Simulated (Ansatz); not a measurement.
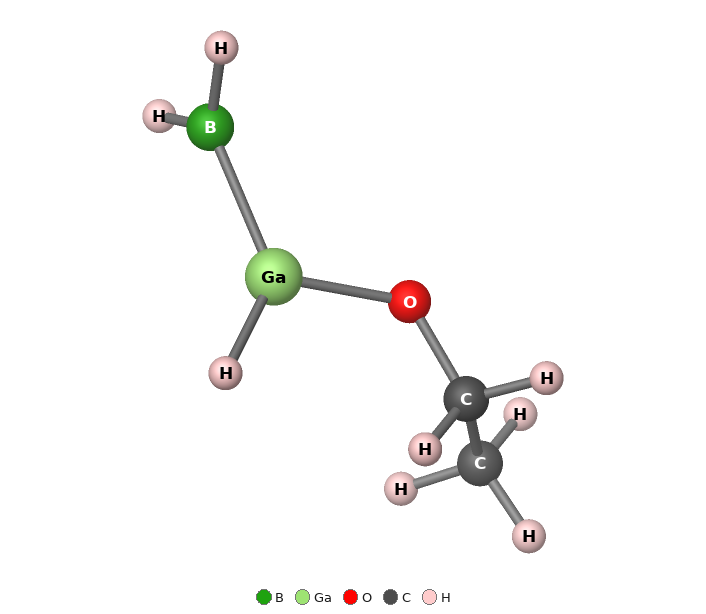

The computed structure is the end point of a PBE0-D4/def2-TZVP optimisation. No frequency run is at hand to confirm it as a minimum. Program: Ansatz 0.2.0.

At this fixed geometry, give dipole (D), HOMO energy (eV) at these levels: B3LYP-D4/def2-TZVPP; PBE-D4/def2-TZVPP; r2SCAN-D4/def2-TZVPP; ωB97M-V/def2-TZVPP.

```tsv
level	dipole (D)	HOMO energy (eV)
B3LYP-D4/def2-TZVPP	0.85	−7.45
PBE-D4/def2-TZVPP	0.68	−6.27
r2SCAN-D4/def2-TZVPP	0.75	−6.53
ωB97M-V/def2-TZVPP	0.92	−9.94
```
